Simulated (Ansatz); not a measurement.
**Two runs on MoN₂H₃ClO**

System: MoN₂H₃ClO, SMILES [NH]=[Mo](=[NH])([OH])[Cl].
Method of the first run: RKS wB97M-V/def2-SVP (Ansatz 0.2.0).

The geometry comes from this level: PBE0-D4/def2-TZVP. Text and figures count atoms from 1; the logs count them from 0 in places.

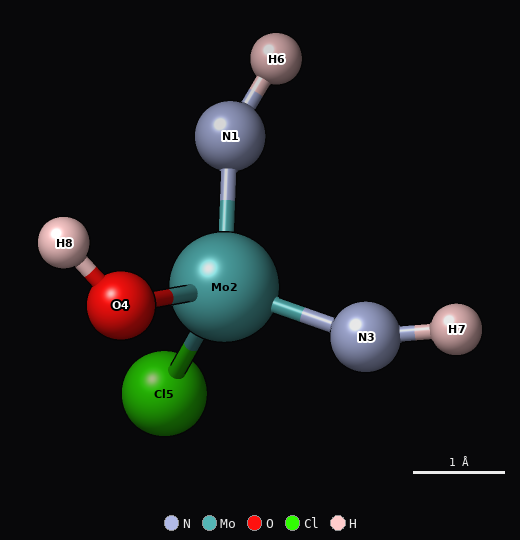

The structure (ball-and-stick view, seen at a tilt; atoms are numbered from 1 in the order of the input). Sticks mark near contacts. Bond lengths as drawn: Cl–Mo 2.28 Å, H–N 1.01 Å, H–O 0.96 Å, Mo–N 1.72 Å and Mo–O 1.88 Å.

## The input, the first run
```yaml
crystal:
  periodic: [false, false, false]
  atoms:
    - {symbol: N, position_ang: [-1.065226, 0.803639, 0.662345]}
    - {symbol: Mo, position_ang: [0.069973, 0.017065, -0.362096]}
    - {symbol: N, position_ang: [1.639313, 0.095836, 0.330713]}
    - {symbol: O, position_ang: [-0.396230, -1.799731, -0.517031]}
    - {symbol: Cl, position_ang: [0.108553, 1.136206, -2.349677]}
    - {symbol: H, position_ang: [-1.301047, 1.360273, 1.473575]}
    - {symbol: H, position_ang: [2.326307, 0.406786, 1.003937]}
    - {symbol: H, position_ang: [-1.289643, -2.077074, -0.297466]}
basis:
  gaussian: {orbitals: def2-SVP}
hamiltonian: {xc: {name: wB97M-V}}
output: {orbitals: {seedname: orbitals}}
```

Hardware: 4 CPU threads, shared host.

## Output (the first run)
```
Functional definition: wB97M-V
  parameter omega = 0.3/bohr
  parameter cx = 0.15
  parameter cx01 = 1.007
  parameter cx10 = 0.259
  parameter css00 = 0.443
  parameter css04 = -1.437
  parameter css10 = -4.535
  parameter css20 = -3.390
  parameter css43 = 4.278
  parameter cos00 = 1.000
  parameter cos10 = 1.358
  parameter cos20 = 2.924
  parameter cos21 = -8.812
  parameter cos60 = -1.390
  parameter cos61 = 9.142
  parameter b = 6.0
  parameter c = 0.01
  gx(w, u) = 1 - cx + cx01*u + cx10*w
  gss(w, u) = css00 + css04*u^4 + css10*w + css20*w^2 + css43*w^4*u^3
  gos(w, u) = cos00 + cos10*w + (cos20 + cos21*u)*w^2 + (cos60 + cos61*u)*w^6
  exchange = spin_sum(e_x_unif_sr(omega)*gx(b97_w, b97_u_x)) + cx*exact_x_sr(omega) + exact_x_lr(omega)
  correlation = spin_sum(e_c_pw_mod_same_spin*gss(b97_w, b97_u_same))
      + integral(e_c_pw_mod_opposite_spin*gos(b97_w_opposite, b97_u_opposite)) + vv10(b, c)
1188 factors; their error is unknown
252 factors; integrals over basis functions are off by at most 7.3e-6 eV
mean field evaluation 1: about -19430.4723 eV, gradient 8.4e1 eV
mean field evaluation 2: about -19381.7236 eV, gradient 1.8e2 eV
mean field evaluation 4: about -19444.2301 eV, gradient 8.4e0 eV
mean field evaluation 8: about -19444.3664 eV, gradient 2.3e-1 eV
mean field evaluation 16: about -19444.3953 eV, gradient 1.2e-3 eV
mean field -19444.39530903 eV, -714.5683477223 hartree, gradient 7.6e-5 eV, S^2 0.000000; 0 other end points of the search recorded, 0 dependent functions left out
reference -19444.39539440 eV, -714.5683508595 hartree; 28, 28 occupied and 78, 78 virtual orbitals, 1188 factors
Total energy: -19444.39539440 eV, -714.5683508595 hartree
```

The second run used a changed input.

## The two runs side by side

| quantity | the first run | the second run |
| --- | --- | --- |
| outcome | converged | converged |
| total energy (hartree) | −714.568351 | −715.009826 |
| HOMO (eV) | −10.16 | −10.33 |
| LUMO (eV) | 0.33 | 0.04 |
| basis functions | 106 | 412 |
| wall time (shared host) | 2.4 s | 12 s |

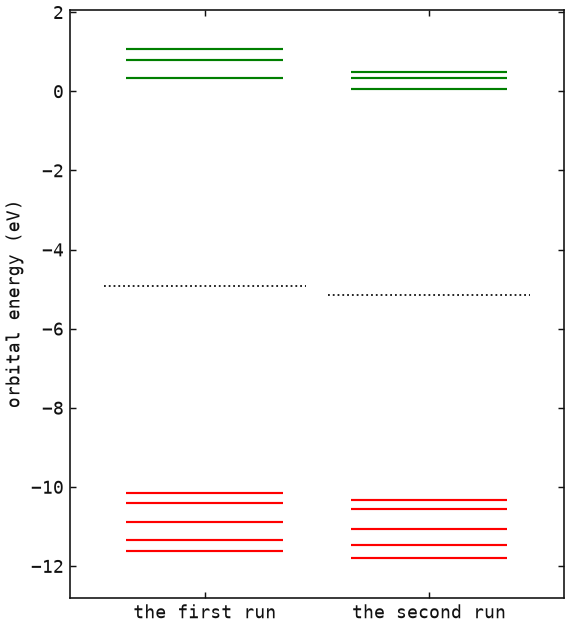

The five highest filled and three lowest empty orbital energies of the two runs; the dotted lines part filled from empty levels. The HOMO–LUMO gap is 10.49 eV in the first run and 10.37 eV in the second run.

Which change of the input explains these differences?

The change (lines with − go, lines with + come):
```diff
-  gaussian: {orbitals: def2-SVP}
+  gaussian: {orbitals: "def2-QZVPP.json"}
```

The total energy of the second run is 277.0 kcal/mol lower, which measures the change of basis and not a stability. The HOMO goes from −10.16 to −10.33 eV. The LUMO goes from 0.33 to 0.04 eV. The basis functions go from 106 to 412.

## Output (the second run)
```
Functional definition: wB97M-V
  parameter omega = 0.3/bohr
  parameter cx = 0.15
  parameter cx01 = 1.007
  parameter cx10 = 0.259
  parameter css00 = 0.443
  parameter css04 = -1.437
  parameter css10 = -4.535
  parameter css20 = -3.390
  parameter css43 = 4.278
  parameter cos00 = 1.000
  parameter cos10 = 1.358
  parameter cos20 = 2.924
  parameter cos21 = -8.812
  parameter cos60 = -1.390
  parameter cos61 = 9.142
  parameter b = 6.0
  parameter c = 0.01
  gx(w, u) = 1 - cx + cx01*u + cx10*w
  gss(w, u) = css00 + css04*u^4 + css10*w + css20*w^2 + css43*w^4*u^3
  gos(w, u) = cos00 + cos10*w + (cos20 + cos21*u)*w^2 + (cos60 + cos61*u)*w^6
  exchange = spin_sum(e_x_unif_sr(omega)*gx(b97_w, b97_u_x)) + cx*exact_x_sr(omega) + exact_x_lr(omega)
  correlation = spin_sum(e_c_pw_mod_same_spin*gss(b97_w, b97_u_same))
      + integral(e_c_pw_mod_opposite_spin*gos(b97_w_opposite, b97_u_opposite)) + vv10(b, c)
1460 factors; their error is unknown
324 factors; integrals over basis functions are off by at most 2.8e-5 eV
mean field evaluation 1: about -19439.9068 eV, gradient 9.8e1 eV
mean field evaluation 2: about -19378.1972 eV, gradient 2.2e2 eV
mean field evaluation 4: about -19456.1477 eV, gradient 1.2e1 eV
mean field evaluation 8: about -19456.3923 eV, gradient 3.6e-1 eV
mean field evaluation 16: about -19456.4085 eV, gradient 2.2e-3 eV
mean field -19456.40847697 eV, -715.0098235014 hartree, gradient 2.3e-5 eV, S^2 0.000000; 0 other end points of the search recorded, 0 dependent functions left out
reference -19456.40853938 eV, -715.0098257949 hartree; 28, 28 occupied and 384, 384 virtual orbitals, 1460 factors
Total energy: -19456.40853938 eV, -715.0098257949 hartree
```
